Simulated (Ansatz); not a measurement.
The starting structures come from a database of crystals and need not be the phases stable at ambient conditions.

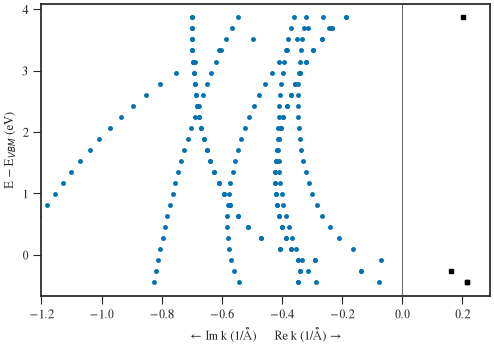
Figure: Complex bands at the centre of the two-dimensional zone; r2SCAN run with Ansatz (a program for electronic structure)

No gap correction and no spin-orbit coupling; mid-gap values are interpolated between computed energies.

Problem. This is Ba₃Zr₂O₇ (I4/mmm, not sure to be the ambient phase, 12 atoms a cell, 16.2 Å³ an atom) along the normal of (001). Read off the slowest decay at the centre of the two-dimensional zone at 1.89 eV, the computed energy nearest the middle of the gap.

Solution. κ ≈ 0.34 1/Å, a decay length 1/(2κ) of the density of 1.5 Å.
